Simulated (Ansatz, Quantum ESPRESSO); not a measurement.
# SrVO3 (Pm-3m): zone-centre phonons

Wanted: the vibrations of SrVO3 (Pm-3m) at Γ, by two programs.

Program: Quantum ESPRESSO 7.5. Level of theory: DFT LDA, scalar-relativistic, plane waves, PseudoDojo norm-conserving pseudopotentials. Results are calculated unless marked as measured.

## (1) Set-up

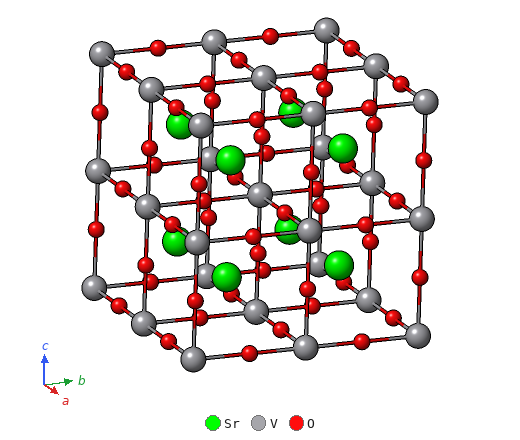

The starting structure, seen slightly off an axis (strontium green, vanadium grey, oxygen red). 2×2×2 cells are drawn. Some periodic images of atoms are drawn too.

Coordinates:

```
CELL_PARAMETERS angstrom
3.84090 0.00000 0.00000
0.00000 3.84090 0.00000
0.00000 0.00000 3.84090
ATOMIC_POSITIONS crystal
Sr 0.50000 0.50000 0.50000
V 0.00000 0.00000 0.00000
O 0.50000 0.00000 0.00000
O 0.00000 0.50000 0.00000
O 0.00000 0.00000 0.50000
```

## (2) A first look

Before anything dear is run, a loose run with smearing shows whether this is a metal and how far the cell is from rest.

Contents of probe.in:

```
&CONTROL
  calculation = 'scf'
  prefix      = 'x'
  outdir      = './tmp'
  pseudo_dir  = './pseudo'
  tprnfor     = .true.
  tstress     = .true.
  verbosity   = 'high'
/
&SYSTEM
  ibrav                     = 1
  celldm(1)                 = 7.25824907
  nat                       = 5
  ntyp                      = 3
  ecutwfc                   = 84.0
  occupations               = 'smearing'
  smearing                  = 'gaussian'
  degauss                   = 0.01
  nspin                     = 2
  starting_magnetization(2) = 0.154
/
&ELECTRONS
  conv_thr         = 1.0d-07
  mixing_beta      = 0.4
  electron_maxstep = 100
/
ATOMIC_SPECIES
 Sr     87.6200  Sr.upf
 V      50.9415  V.upf
 O      15.9990  O.upf
ATOMIC_POSITIONS crystal
 Sr     0.500000000   0.500000000   0.500000000
 V      0.000000000   0.000000000   0.000000000
 O      0.500000000   0.000000000   0.000000000
 O      0.000000000   0.500000000   0.000000000
 O      0.000000000   0.000000000   0.500000000
K_POINTS automatic
 6 6 6 0 0 0
```

Run with:

```console
> OMP_NUM_THREADS=1 mpirun -n 4 pw.x -nk 4 -in probe.in > probe.out
```

Output:

```text
[banners, grids, parts of the stress and lines that vanish by symmetry left out]
Program PWSCF v.7.5
     bravais-lattice index     =            1
     lattice parameter (alat)  =       7.2582  a.u.
[...]
kinetic-energy cutoff     =      84.0000  Ry
     charge density cutoff     =     336.0000  Ry
     scf convergence threshold =      1.0E-07
[...]
Exchange-correlation= SLA  PW   NOGX NOGC
                           (   1   4   0   0   0   0   0)
[...]
48 Sym. Ops., with inversion, found
[...]
(     0          1          0      )
                  (     0          0          1      )
[...]
(  0.0000000  1.0000000  0.0000000 )
                  (  0.0000000  0.0000000  1.0000000 )
[...]
(     0         -1          0      )
[...]
atom   3 (R=0.206)  charge=  5.3023  magn= -0.0000
     atom   4 (R=0.206)  charge=  5.3023  magn= -0.0000
     atom   5 (R=0.206)  charge=  5.3023  magn= -0.0000
     End of self-consistent calculation
[...]
the Fermi energy is    12.1438 ev
!    total energy              =    -315.70871102 Ry
[...]
convergence has been achieved in  17 iterations
[...]
atom    1 type  1   force =     0.00000000    0.00000000    0.00000000
     atom    2 type  2   force =     0.00000000    0.00000000    0.00000000
     atom    3 type  3   force =     0.00000000    0.00000000    0.00000000
     atom    4 type  3   force =     0.00000000    0.00000000    0.00000000
     atom    5 type  3   force =     0.00000000    0.00000000    0.00000000
[...]
Total force =     0.000000     Total SCF correction =     0.000000
[...]
total   stress  (Ry/bohr**3)                   (kbar)     P=     -107.93
[...]
XML data file, charge density, pseudopotentials, collected wavefunctions

   JOB DONE.

[key lines of the parts left out:]
total magnetization       =    -0.00 Bohr mag/cell
```

It took 27 s on 4 MPI ranks of Arm Neoverse V2, shared host.

Read from the output:

```
volume per atom   : 11.33 Å³
pressure          : -10.79 GPa
gap on the k-mesh : 0 eV
site moments      : 0, -0.0014, 0, 0, 0 μB
```

No gap opens on this mesh, so smearing is kept; the start stands at -11 GPa.

## (3) Relaxation

The relaxation runs at a cutoff a fifth above that of the response, since stress converges more slowly with the basis than frequencies do. Forces and stress are brought to rest with tight thresholds.

Contents of relax.in:

```
&CONTROL
  calculation   = 'vc-relax'
  prefix        = 'x'
  outdir        = './tmp'
  pseudo_dir    = './pseudo'
  tprnfor       = .true.
  tstress       = .true.
  forc_conv_thr = 2.0d-05
  etot_conv_thr = 1.0d-07
  nstep         = 40
/
&SYSTEM
  ibrav       = 1
  celldm(1)   = 7.25824907
  nat         = 5
  ntyp        = 3
  ecutwfc     = 101
  occupations = 'smearing'
  smearing    = 'mv'
  degauss     = 0.02
/
&ELECTRONS
  conv_thr         = 1.0d-11
  mixing_beta      = 0.7
  electron_maxstep = 100
/
&IONS
/
&CELL
  press_conv_thr = 0.2
/
ATOMIC_SPECIES
 Sr     87.6200  Sr.upf
 V      50.9415  V.upf
 O      15.9990  O.upf
ATOMIC_POSITIONS crystal
 Sr     0.500000000   0.500000000   0.500000000
 V      0.000000000   0.000000000   0.000000000
 O      0.500000000   0.000000000   0.000000000
 O      0.000000000   0.500000000   0.000000000
 O      0.000000000   0.000000000   0.500000000
K_POINTS automatic
 8 8 8 0 0 0
```

Run with:

```console
> OMP_NUM_THREADS=1 mpirun -n 4 pw.x -nk 4 -in relax.in > relax.out
```

Output:

```text
[banners, grids, parts of the stress and lines that vanish by symmetry left out]
[banner, memory and clock lines left out]
Program PWSCF v.7.5

[...]
kinetic-energy cutoff     =     101.0000  Ry
     charge density cutoff     =     404.0000  Ry
     scf convergence threshold =      1.0E-11
[...]
energy convergence thresh.=      1.0E-07
     force convergence thresh. =      2.0E-05
     press convergence thresh. =      2.0E-01
     Exchange-correlation= SLA  PW   NOGX NOGC
                           (   1   4   0   0   0   0   0)
[...]
48 Sym. Ops., with inversion, found
[...]
number of k points=    35  Marzari-Vanderbilt smearing, width (Ry)=  0.0200
[...]
End of self-consistent calculation
[...]
the Fermi energy is    12.2743 ev
!    total energy              =    -315.70981574 Ry
[...]
convergence has been achieved in  14 iterations
[...]
atom    1 type  1   force =     0.00000000    0.00000000    0.00000000
     atom    2 type  2   force =     0.00000000    0.00000000    0.00000000
     atom    3 type  3   force =     0.00000000    0.00000000    0.00000000
     atom    4 type  3   force =     0.00000000    0.00000000    0.00000000
     atom    5 type  3   force =     0.00000000    0.00000000    0.00000000
     Total force =     0.000000     Total SCF correction =     0.000000
[...]
total   stress  (Ry/bohr**3)                   (kbar)     P=     -108.61
[...]
number of bfgs steps    =   0
[...]
CELL_PARAMETERS (alat=  7.25824907)
[...]
ATOMIC_POSITIONS (crystal)
Sr               0.5000000000        0.5000000000        0.5000000000
V                0.0000000000        0.0000000000        0.0000000000
O                0.5000000000        0.0000000000        0.0000000000
O                0.0000000000        0.5000000000        0.0000000000
[...]
New effective cutoffs (rho, wfc):  419.24  104.82
[...]
End of self-consistent calculation
[...]
the Fermi energy is    13.2986 ev
!    total energy              =    -315.71789231 Ry
[...]
convergence has been achieved in   9 iterations
[...]
atom    1 type  1   force =     0.00000000    0.00000000    0.00000000
     atom    2 type  2   force =     0.00000000    0.00000000    0.00000000
     atom    3 type  3   force =     0.00000000    0.00000000    0.00000000
     atom    4 type  3   force =     0.00000000    0.00000000    0.00000000
     atom    5 type  3   force =     0.00000000    0.00000000    0.00000000
     Total force =     0.000000     Total SCF correction =     0.000000
[...]
total   stress  (Ry/bohr**3)                   (kbar)     P=       -0.06
[...]
number of bfgs steps    =   1
[...]
small trust_radius: resetting bfgs history
[...]
CELL_PARAMETERS (alat=  7.25824907)
[...]
ATOMIC_POSITIONS (crystal)
[...]
New effective cutoffs (rho, wfc):  419.25  104.83
[...]
End of self-consistent calculation
[...]
the Fermi energy is    13.2991 ev
!    total energy              =    -315.71789231 Ry
[...]
convergence has been achieved in   5 iterations
[...]
atom    1 type  1   force =     0.00000000    0.00000000    0.00000000
     atom    2 type  2   force =     0.00000000    0.00000000    0.00000000
     atom    3 type  3   force =     0.00000000    0.00000000    0.00000000
     atom    4 type  3   force =     0.00000000    0.00000000    0.00000000
     atom    5 type  3   force =     0.00000000    0.00000000    0.00000000
     Total force =     0.000000     Total SCF correction =     0.000000
[...]
total   stress  (Ry/bohr**3)                   (kbar)     P=        0.01
[...]
bfgs converged in   3 scf cycles and   2 bfgs steps
[...]
End of BFGS Geometry Optimization
     Final enthalpy           =    -315.7178923106 Ry
     File ./tmp/x.bfgs deleted, as requested
[...]
CELL_PARAMETERS (alat=  7.25824907)
[...]
ATOMIC_POSITIONS (crystal)
[...]
O                0.0000000000        0.5000000000        0.0000000000
O                0.0000000000        0.0000000000        0.5000000000
[...]
Final scf calculation at the relaxed structure.
[...]
kinetic-energy cutoff     =     101.0000  Ry
     charge density cutoff     =     404.0000  Ry
     scf convergence threshold =      1.0E-13
[...]
press convergence thresh. =      2.0E-01
     Exchange-correlation= SLA  PW   NOGX NOGC
                           (   1   4   0   0   0   0   0)
[...]
48 Sym. Ops., with inversion, found
[...]
number of k points=    35  Marzari-Vanderbilt smearing, width (Ry)=  0.0200
[...]
End of self-consistent calculation
[...]
the Fermi energy is    13.2991 ev
!    total energy              =    -315.71788479 Ry
[...]
convergence has been achieved in  21 iterations
[...]
atom    1 type  1   force =     0.00000000    0.00000000    0.00000000
     atom    2 type  2   force =     0.00000000    0.00000000    0.00000000
     atom    3 type  3   force =     0.00000000    0.00000000    0.00000000
     atom    4 type  3   force =     0.00000000    0.00000000    0.00000000
     atom    5 type  3   force =     0.00000000    0.00000000    0.00000000
     Total force =     0.000000     Total SCF correction =     0.000000
[...]
total   stress  (Ry/bohr**3)                   (kbar)     P=        0.00
[...]
XML data file, charge density, pseudopotentials, collected wavefunctions
```

Elapsed: 90 s, on 4 MPI ranks.

Relaxation path:

| step | energy less that of the first step (eV) | largest force (eV/Å) | pressure (GPa) | volume (Å³) |
| --- | --- | --- | --- | --- |
| 1 | 0.0000 | 0.0000 | -10.86 | 56.66 |
| 2 | -0.1099 | 0.0000 | -0.01 | 53.58 |
| 3 | -0.1099 | 0.0000 | 0.00 | 53.58 |
| 4 | -0.1098 | 0.0000 | 0.00 | 53.58 |

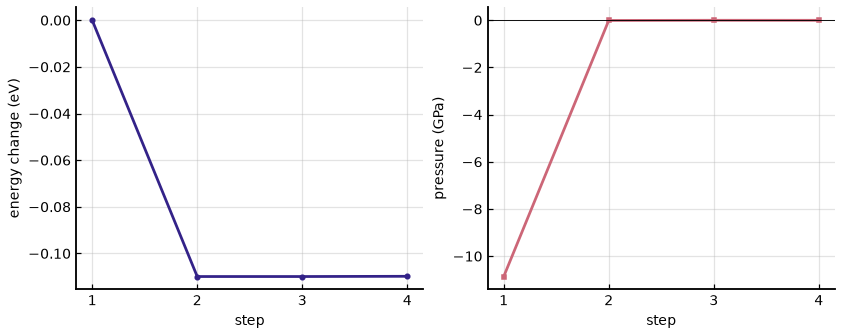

Energy and pressure along the relaxation.

| conventional cell, symmetrised | before | after | change |
| --- | --- | --- | --- |
| a (Å) | 3.841 | 3.770 | -1.8 % |
| b (Å) | 3.841 | 3.770 | -1.8 % |
| c (Å) | 3.841 | 3.770 | -1.8 % |
| volume (Å³/atom) | 11.33 | 10.72 | -5.4 % |

Final coordinates:

```
CELL_PARAMETERS angstrom
3.76997 0.00000 0.00000
0.00000 3.76997 0.00000
0.00000 0.00000 3.76997
ATOMIC_POSITIONS crystal
Sr 0.50000 0.50000 0.50000
V 0.00000 0.00000 0.00000
O 0.50000 0.00000 0.00000
O 0.00000 0.50000 0.00000
O 0.00000 0.00000 0.50000
```

The last row of the table of steps is pw.x's closing run on a basis chosen anew for the final cell, so its energy can jump.

Read from the output:

- volume per atom: 10.72 Å³
- pressure: 0 GPa

The volume changes by -5.4 % from the cell with which this run began.

## (4) Ground state

The response is built on this ground state, so it is converged far tighter than an energy would need. Smearing stays on, as the first look found no gap above 0.3 eV.

Contents of scf.in:

```
&CONTROL
  calculation = 'scf'
  prefix      = 'x'
  outdir      = './tmp'
  pseudo_dir  = './pseudo'
  tprnfor     = .true.
  tstress     = .true.
/
&SYSTEM
  ibrav       = 1
  celldm(1)   = 7.12420507
  nat         = 5
  ntyp        = 3
  ecutwfc     = 84.0
  occupations = 'smearing'
  smearing    = 'mv'
  degauss     = 0.02
/
&ELECTRONS
  conv_thr         = 1.0d-12
  mixing_beta      = 0.7
  electron_maxstep = 100
/
ATOMIC_SPECIES
 Sr     87.6200  Sr.upf
 V      50.9415  V.upf
 O      15.9990  O.upf
ATOMIC_POSITIONS crystal
 Sr     0.500000000   0.500000000   0.500000000
 V      0.000000000   0.000000000   0.000000000
 O      0.500000000   0.000000000   0.000000000
 O      0.000000000   0.500000000   0.000000000
 O      0.000000000   0.000000000   0.500000000
K_POINTS automatic
 8 8 8 0 0 0
```

Run with:

```console
> OMP_NUM_THREADS=1 mpirun -n 4 pw.x -nk 4 -in scf.in > scf.out
```

Output:

```text
[banners, grids, parts of the stress and lines that vanish by symmetry left out]
[banner, memory and clock lines left out]
Program PWSCF v.7.5

[...]
kinetic-energy cutoff     =      84.0000  Ry
     charge density cutoff     =     336.0000  Ry
     scf convergence threshold =      1.0E-12
[...]
Exchange-correlation= SLA  PW   NOGX NOGC
                           (   1   4   0   0   0   0   0)
[...]
48 Sym. Ops., with inversion, found
[...]
number of k points=    35  Marzari-Vanderbilt smearing, width (Ry)=  0.0200
[...]
End of self-consistent calculation
[...]
the Fermi energy is    13.2991 ev
!    total energy              =    -315.71781354 Ry
[...]
convergence has been achieved in  16 iterations
[...]
atom    1 type  1   force =     0.00000000    0.00000000    0.00000000
     atom    2 type  2   force =     0.00000000    0.00000000    0.00000000
     atom    3 type  3   force =     0.00000000    0.00000000    0.00000000
     atom    4 type  3   force =     0.00000000    0.00000000    0.00000000
     atom    5 type  3   force =     0.00000000    0.00000000    0.00000000
     Total force =     0.000000     Total SCF correction =     0.000000
[...]
total   stress  (Ry/bohr**3)                   (kbar)     P=       -0.43
[...]
XML data file, charge density, pseudopotentials, collected wavefunctions
```

Elapsed: 24 s, on 4 MPI ranks; 97 s of CPU time.

This step gave:

```
pressure : -0.04300 GPa
```

The cell stands at -0.043 GPa, close enough for phonons.

(Part 1 of 3 ends here.)

[Host names and launcher messages were left out of these logs when they were recorded.]

[Logs are printed without paths, hosts, clocks, repeated set-up lines and the standing remarks that a program may print on its own settings, such as how far it seeks lower states.]

[Hosts, paths, dates, database ids (printed as entryN), source tags and the programs' standing remarks are cut or masked in the printed files.]
